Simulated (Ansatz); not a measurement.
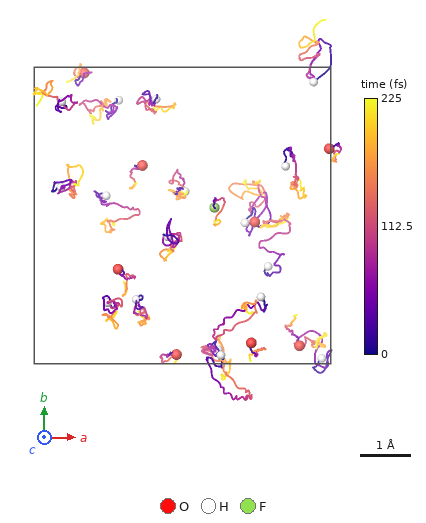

Molecular dynamics of a periodic cell with 8 H2O + 1 HF at 1.243 g/cm³, 225 fs long. Lines trace each atom's path, coloured by time; spheres stand at the starting positions. Seen along the c axis in the simulation cell.

The calculation used DFT PBEsol, scalar-relativistic, plane waves, PAW in Ansatz 0.2.0. Run with plane-wave cutoff 420 eV; k-point mesh 1 × 1 × 1; Fermi-Dirac smearing 0.02 eV; low-accuracy preset; Langevin thermostat (NVT); set temperature 500 K; time step 0.75 fs; friction 0.02 per fs.

What do the traces tell about the motion?

Root-mean-square distances from the starting positions over the second half, with the common drift of all atoms taken out: H 0.57 Å, O 0.46 Å, F 0.31 Å. The heavy atoms stay within a fraction of a molecule's size of their starting places; so short a run doesn't tell a liquid from a solid. Bond changes: one H–O bond forms at about 91 fs; one H–O bond breaks at about 133 fs. The mean temperature in the second half is 420 K (standard deviation 52 K). The potential energy in the second half lies on average 57.8 meV per atom above the first frame.

Limits of the set-up: the program's low-accuracy preset was used; the periodic images lie only 6.0 Å apart, so the values are limited by the cell's size.
